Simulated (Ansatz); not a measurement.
FH4NSi

Input

```
crystal:
  periodic: [false, false, false]
  atoms:
    - symbol: F
      position_ang: [2.001896, 2.569842, -1.028392]
    - symbol: "N"
      position_ang: [-0.572846, 2.129683, -1.221415]
    - symbol: Si
      position_ang: [0.933581, 2.295696, 0.234963]
    - symbol: H
      position_ang: [-1.336743, 1.515516, -0.949741]
    - symbol: H
      position_ang: [-0.961963, 3.033064, -1.477057]
    - symbol: H
      position_ang: [-0.115430, 1.738152, -2.043111]
    - symbol: H
      position_ang: [0.955946, 0.752261, 0.204371]
basis:
  gaussian: {orbitals: def2-TZVPD}
hamiltonian: {xc: {name: PBE0}}
output: {forces: true, orbitals: {seedname: orbitals}}
```

Run with:

```sh
ansatz run input.yaml --threads 2 --pin off --max-ram 4350MiB --events-out events.jsonl --progress --plain --runs-dir runs
```

Geometry: B3LYP-D3(BJ)/6-311G**.

Computed with isolated molecule in a Gaussian basis; Kohn-Sham density functional theory, functional PBE0 in Ansatz.

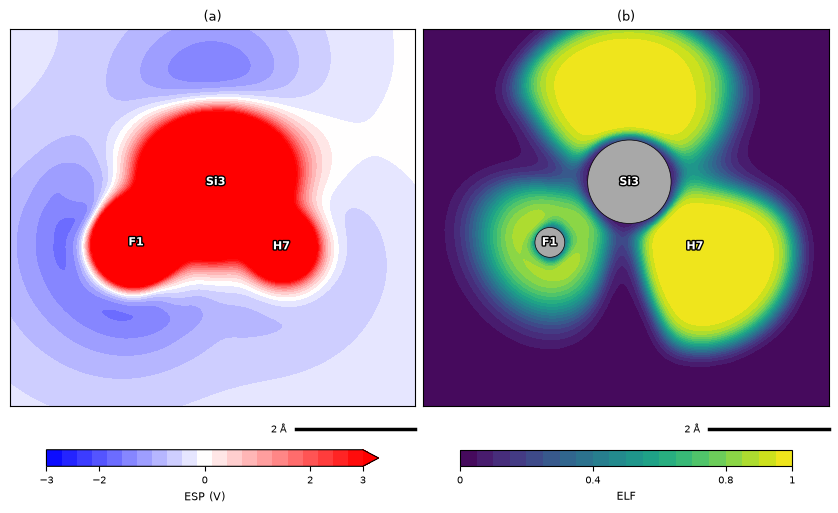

Figure 1. (a) molecular electrostatic potential; (b) ELF on the plane of atoms F1, Si3 and H7. Grey discs cover the atomic cores in the ELF map.

**What does the map show?**

- Atoms in the plane: F, Si and H.
- Si–F (1.68 Å): the ELF peaks at about 0.85 in the valence shell of F, 0.6 Å from its nucleus, and is about 0.55 at the midpoint.
- Si–H (1.54 Å): the ELF climbs to about 1 towards the hydrogen, as it does in any bond to H.
- The ELF also peaks beside F1 and Si3, away from the bonds: lone-pair regions.
- Outside the dense part of the molecule the potential is most negative (−1.6 V) near F1.

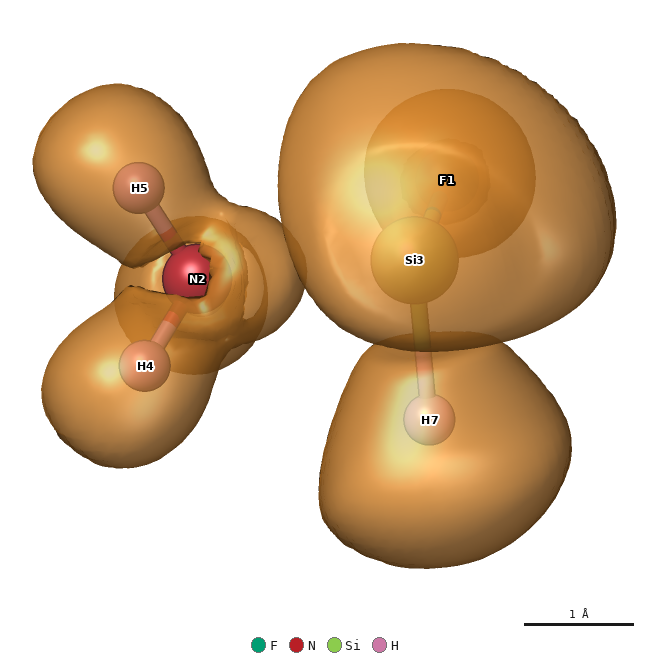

Figure 2. Isosurface of the electron localisation function at 0.75 (orange), seen at a tilt. Only the valence region is drawn (cores and ρ < 0.01 e/Å³ removed).

**Describe the localisation domains.**

At this value the surface marks out one region around a hydrogen nucleus, one lobe on Si, pointing away from the bonds (lone pairs), one region wrapped around F (its lone pairs, merged into a ring or cap) and one joined region spread over several atoms (H, N), in which their bonds and any lone pairs are merged. Along the contacts the grid gives the following. N–H (1.02 Å): the ELF climbs to about 1 towards the hydrogen: an ordinary covalent bond to hydrogen.

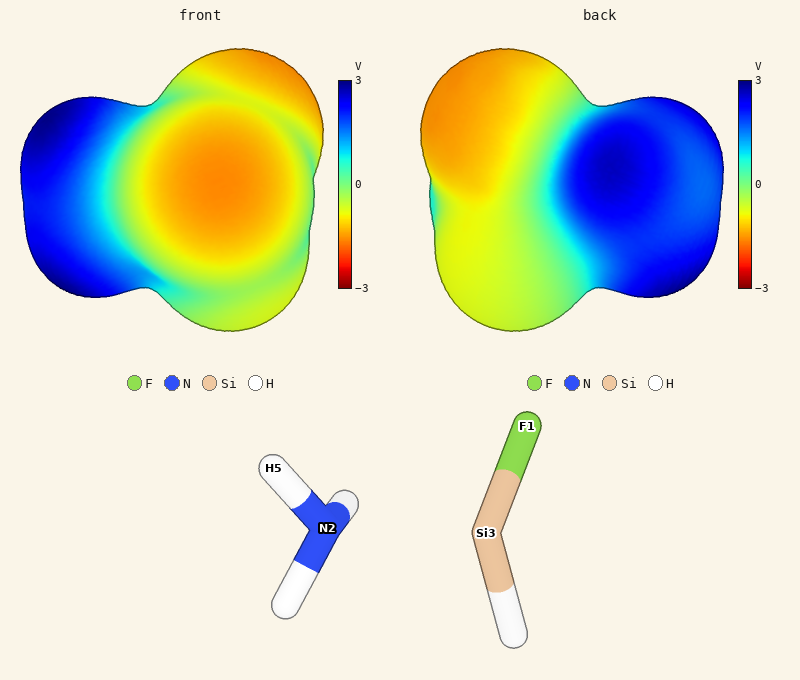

Figure 3. The electrostatic potential painted on the density surface at 0.002 e/bohr³, seen from the front and from behind; red is negative and blue positive. The bare structure is drawn below in the same view.

**Which sites attract a positive test charge, and which a negative one?**

A positive charge is drawn to the negative regions and a negative charge to the positive ones. The most negative region (about −1.6 V) lies over F1 and Si3, the most positive (about +2.9 V) over H4 and H5.

**What dipole moment does the calculation give?**

Its dipole moment is 5.24 D.

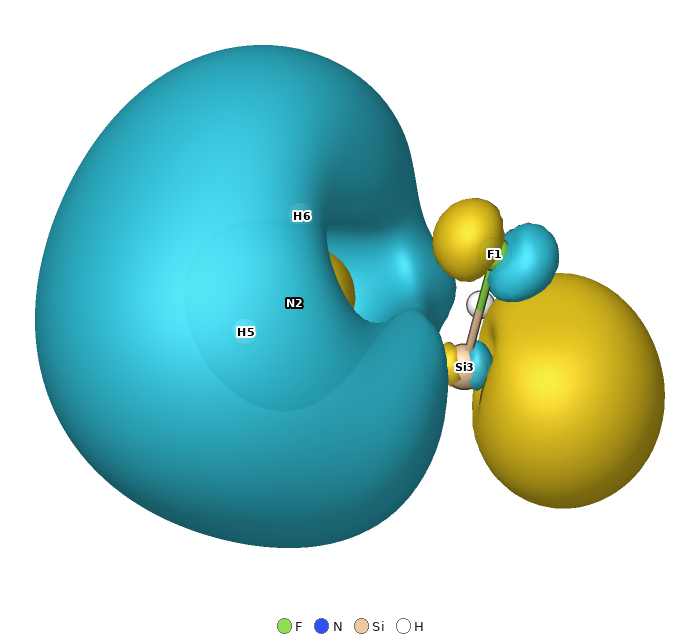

Figure 4. One frontier orbital at ±0.06 Å⁻³ᐟ² (yellow and cyan are the two phases), seen from one side.

**Which orbital is it: HOMO or LUMO?**

The LUMO, at −0.75 eV. Its weight (Hirshfeld) is mainly on Si3 (about 25 %), H4 (about 20 %), H5 (about 20 %), H6 (about 15 %) and N2 (about 15 %).
